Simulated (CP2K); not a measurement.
# Convergence study of the cutoff of the density grid for Na (Im-3m, 1 atom in the cell)

```
CELL_PARAMETERS angstrom
      3.70771     0.00000     0.00000
     -1.23591     3.49567     0.00000
     -1.23591    -1.74783     3.02734
ATOMIC_POSITIONS crystal
  Na 0.00000 0.00000 0.00000
```

Method: PBE, GPW, DZVP-MOLOPT-SR-GTH basis, GTH-PBE potentials (GTH_POTENTIALS) in CP2K.

Base settings: CUTOFF = 950 Ry; REL_CUTOFF = 50 Ry; SMEAR/METHOD = FERMI_DIRAC; ELECTRONIC_TEMPERATURE = 1160.45 K; KPOINTS/SCHEME = MONKHORST-PACK 4 4 4; GAMMA_CENTERED = T; XC_FUNCTIONAL = PBE; Na/BASIS_SET = DZVP-MOLOPT-SR-GTH; Na/POTENTIAL = GTH-PBE-q9; METHOD = GPW.

The second cell is the first with its lattice scaled by 0.98.

The mesh stays at the base's, so the ladder's end is converged at best in this setting alone.

Only quantities that move along the ladder and can be compared are tabulated.

The starting cell has typed, rounded lattice constants, without a prior relaxation at this level. Its lattice was rescaled by up to half a per cent. Values carry the incompleteness of an atom-centred basis. Without a gap this mesh is coarse (it stands for a supercell whose shortest vector is 15 Å).

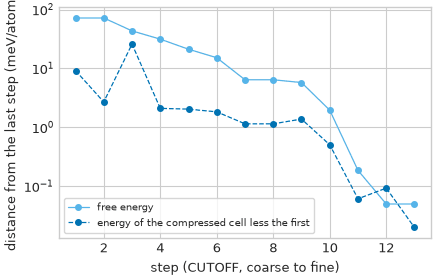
*Distance from the last step along the ladder; very small values are drawn at a floor.*

```tsv
CUTOFF	free energy less the last step's (meV/atom)	energy of the compressed cell less the first (meV/atom)	pressure (GPa)
330 Ry	-71.92	13.33	0.24
380 Ry	-71.92	6.85	0.24
430 Ry	-43.36	-21.71	0.22
570 Ry	-31.40	6.26	0.18
660 Ry	-21.17	6.19	0.18
760 Ry	-15.19	5.99	0.17
950 Ry	-6.42	5.30	0.12
1040 Ry	-6.42	5.30	0.12
1140 Ry	-5.76	5.54	0.14
1280 Ry	-1.96	4.66	0.08
1420 Ry	-0.19	4.22	0.05
1660 Ry	-0.01	4.06	0.04
1900 Ry	0.01	4.15	0.04
2280 Ry	0.00	4.16	0.04
```

Coarsest CUTOFF that holds the pressure within 0.05 GPa of the last step, with all finer ones: 1280 Ry; the step before is off by 0.10 GPa.

Coarsest CUTOFF that holds the energy of the compressed cell less the first within 0.2 meV/atom of the last step, with all finer ones: 1420 Ry; the step before is off by 0.51 meV/atom.

Coarsest CUTOFF that holds the free energy within 1 meV/atom of the last step, with all finer ones: 1420 Ry; the step before is off by 2.0 meV/atom.

The energy difference between the two cells stays within 1 meV/atom of the last step's from 1280 Ry on, the total only from 1420 Ry on: much of the error is common to both cells and cancels.

Two neighbours can agree and both be off: 330 Ry and 380 Ry differ by 0.00 meV/atom in the free energy, yet lie about 72 meV/atom from the last step.

Left out of this page: 3 runs of the series outside the window shown, repeating another row's setting, or not comparable.
